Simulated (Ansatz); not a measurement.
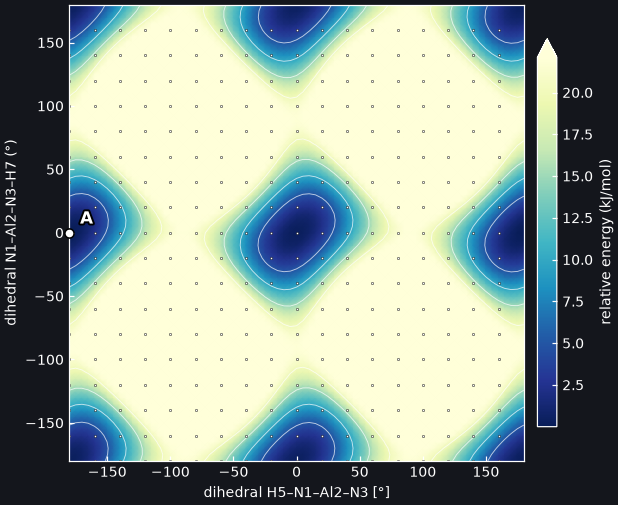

AlClH₄N₂, SMILES [NH2][Al]([NH2])[Cl]. First axis: dihedral H5–N1–Al2–N3. Second axis: dihedral N1–Al2–N3–H7. Nothing is relaxed (all other coordinates rigid). Grid: 18 × 18 points; 98 points were computed and 226 follow by symmetry. All energies are given in kJ/mol relative to the relaxed molecule at the same level. Level of theory: Ansatz 0.2.0, RKS CAM-B3LYP-D4/def2-SVP.

The picture shows a smooth colour map with a few white contour lines, dots at the grid points, one colour for all values above the top of the scale, the well A. Between grid points the surface is interpolated.

Q: Estimate the position of the minimum and the force constants in these coordinates. Take the well at A.

A: The interpolated minimum is at dihedral H5–N1–Al2–N3 ≈ −180°, dihedral N1–Al2–N3–H7 ≈ 0°. The curvatures there are about 0.45 eV/rad² and 0.45 eV/rad², with a cross term of about −0.2 eV/rad². Round the minimum the valley is somewhat tilted: raising dihedral H5–N1–Al2–N3 shifts the best value of dihedral N1–Al2–N3–H7 upwards (coupling k₁₂/√(k₁₁k₂₂) about −0.4). (1 eV is 96.5 kJ/mol.)
